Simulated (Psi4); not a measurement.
# AlH (SMILES [AlH]) at PBE0/def2-TZVPPD

Aim: the energy change on altering one bond length of AlH at PBE0/def2-TZVPPD, from 2 runs. 

The calculation is run with Psi4 1.11.

1 further run of the same task is left out (set aside as unsound or not needed).

### Step 1. Starting point

AlH has 2 atoms, charge 0, and is taken as a singlet. SMILES: `[AlH]`. The coordinates come from a PBE0-D4/def2-TZVP relaxation.

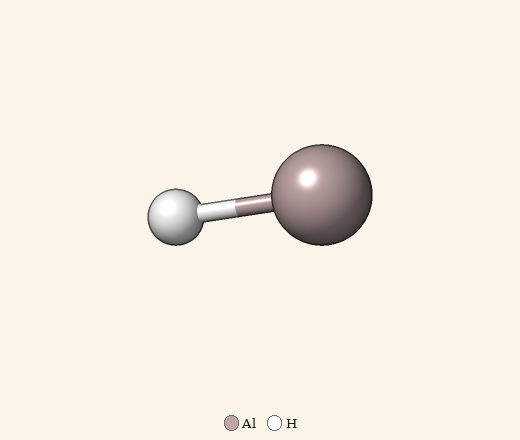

Viewed from a chosen angle; aluminium light grey, hydrogen white.

### Step 2. A single-point energy at PBE0/def2-TZVPPD

Contents of alh.in:

```
memory 2200 MB

molecule {
  0 1
  Al     0.00000000     0.00000000    -0.04845258
  H      0.00000000     0.00000000     3.09746899
  units bohr
  symmetry c1
}

set {
  basis def2-TZVPPD
  puream true
  e_convergence 1e-09
  d_convergence 1e-08
  scf_type pk
  dft_radial_points 99
  dft_spherical_points 590
}

result, w = energy('pbe0', return_wfn=True)
oeprop(w, 'LOWDIN_CHARGES', 'QUADRUPOLE', 'MAYER_INDICES')
```

Launch:

```bash
$ psi4 alh.in alh.out -n 1
```

alh.out:

```text
[...]
  Running in c1 symmetry.
[...]
  Nuclear repulsion =    4.132334424344851
[...]
  Multiplicity = 1
[...]
  Nalpha       = 7
  Nbeta        = 7
[...]
    Number of basis functions: 65
[...]
   @RKS iter   1:  -242.84116520234141   -3.62069e-01   3.39385e-03 DIIS/ADIIS
[...]
   @RKS iter   8:  -242.86016498408804   -8.44125e-12   2.54147e-09 DIIS
[...]
    Orbital Energies [Eh]
    ---------------------
    Doubly Occupied:
       1A    -56.165978     2A     -4.192032     3A     -2.722984
       4A     -2.722984     5A     -2.715585     6A     -0.374784
       7A     -0.214242
[...]
  @RKS Final Energy:  -242.86016498408804
   => Energetics <=
    Nuclear Repulsion Energy =              4.1323344243448510
    One-Electron Energy =                -345.6807261121584816
    Two-Electron Energy =                 112.9109127252865079
    DFT Exchange-Correlation Energy =     -14.2226860215608752
    Empirical Dispersion Energy =           0.0000000000000000
    VV10 Nonlocal Energy =                  0.0000000000000000
    Total Energy =                       -242.8601649840880441
[...]
 Multipole Moments:
 ------------------------------------------------------------------------------------
     Multipole            Electronic (a.u.)      Nuclear  (a.u.)        Total (a.u.)
 ------------------------------------------------------------------------------------
 L = 1.  Multiply by 2.5417464519 to convert [e a0] to [Debye]
 Dipole X            :          0.0000000            0.0000000            0.0000000
 Dipole Y            :         -0.0000000            0.0000000           -0.0000000
 Dipole Z            :         -1.6056328            1.5600499           -0.0455829
 Magnitude           :                                                    0.0455829
 L = 2.  Multiply by 1.3450342976 to convert [e a0^2] to [Debye ang]
 Quadrupole XX       :         -9.2059567            0.0000000           -9.2059567
 Quadrupole XY       :         -0.0000000            0.0000000           -0.0000000
[...]
```

Run time: 5.7 s. Hardware: 1 thread of Intel Xeon Platinum 8259CL at 2.50GHz (Skylake/Cascade Lake), shared host; peak memory 0.45 GiB.

### Step 3. The distorted shape

Contents of job.py:

```python
import psi4

psi4.set_memory(2200000000)
psi4.set_num_threads(1)
psi4.set_output_file('run.log', False)

mol = psi4.geometry("""
0 1
Al     0.00000000     0.00000000    -1.62136612
H      0.00000000     0.00000000     3.09746899
units bohr
symmetry c1
""")

psi4.set_options({
    'basis': 'def2-TZVPPD',
    'puream': True,
    'e_convergence': 1e-09,
    'd_convergence': 1e-08,
    'scf_type': 'pk',
    'dft_radial_points': 99,
    'dft_spherical_points': 590,
})

E = psi4.energy("pbe0", molecule=mol)
print(f'pbe0 energy: {E:.10f} Eh')
```

Launch:

```bash
$ python job.py
```

run.log:

```text
[...]
  Running in c1 symmetry.
[...]
  Nuclear repulsion =    2.754917198198095
[...]
  Multiplicity = 1
[...]
  Nalpha       = 7
  Nbeta        = 7
[...]
    Number of basis functions: 65
[...]
   @RKS iter   1:  -242.78127128469870   -3.83761e-01   3.28660e-03 ADIIS/DIIS
[...]
   @RKS iter   9:  -242.81082476151806   -1.03739e-11   3.91297e-09 DIIS
[...]
    Orbital Energies [Eh]
    ---------------------
    Doubly Occupied:
       1A    -56.216549     2A     -4.238322     3A     -2.768241
       4A     -2.768241     5A     -2.763386     6A     -0.342794
       7A     -0.206292
[...]
  @RKS Final Energy:  -242.81082476151806
   => Energetics <=
    Nuclear Repulsion Energy =              2.7549171981980951
    One-Electron Energy =                -342.4862947102806743
    Two-Electron Energy =                 111.0719134275105660
    DFT Exchange-Correlation Energy =     -14.1513606769460836
    Empirical Dispersion Energy =           0.0000000000000000
    VV10 Nonlocal Energy =                  0.0000000000000000
    Total Energy =                       -242.8108247615181199
[...]
 Multipole Moments:
 ------------------------------------------------------------------------------------
     Multipole            Electronic (a.u.)      Nuclear  (a.u.)        Total (a.u.)
 ------------------------------------------------------------------------------------
 L = 1.  Multiply by 2.5417464519 to convert [e a0] to [Debye]
 Dipole X            :         -0.0000000            0.0000000           -0.0000000
 Dipole Y            :          0.0000000            0.0000000            0.0000000
 Dipole Z            :         -3.7149272            2.3400514           -1.3748758
 Magnitude           :                                                    1.3748758
[...]
```

Standard output:

```text
pbe0 energy: -242.8108247615 Eh
```

Run time: 7.8 s. Hardware: 1 thread of Intel Xeon Platinum 8259CL at 2.50GHz (Skylake/Cascade Lake), shared host; peak memory 0.43 GiB.

### Step 4. Results

Level: PBE0/def2-TZVPPD.

```
                                                          quantity          value
                                         first shape: total energy  -242.86016 Eh
                                        first shape: dipole moment         0.12 D
                                          first shape: HOMO energy       -5.83 eV
                                          first shape: LUMO energy       -1.80 eV
                                        first shape: HOMO–LUMO gap        4.03 eV
                                     distorted shape: total energy  -242.81082 Eh
                                    distorted shape: dipole moment         3.49 D
                                      distorted shape: HOMO energy       -5.61 eV
                                      distorted shape: LUMO energy       -2.28 eV
                                    distorted shape: HOMO–LUMO gap        3.33 eV
energy change with the Al1–H2 bond stretched from 1.665 to 2.497 Å       1.343 eV
```

In words: One bond (distorted shape) is far stretched, which a spin-restricted single reference describes badly; a broken-symmetry solution may lie lower. With the Al1–H2 bond stretched from 1.665 to 2.497 Å the energy rises by 1.34 eV (31 kcal/mol). A restricted reference can't describe the breaking bond well at this length.
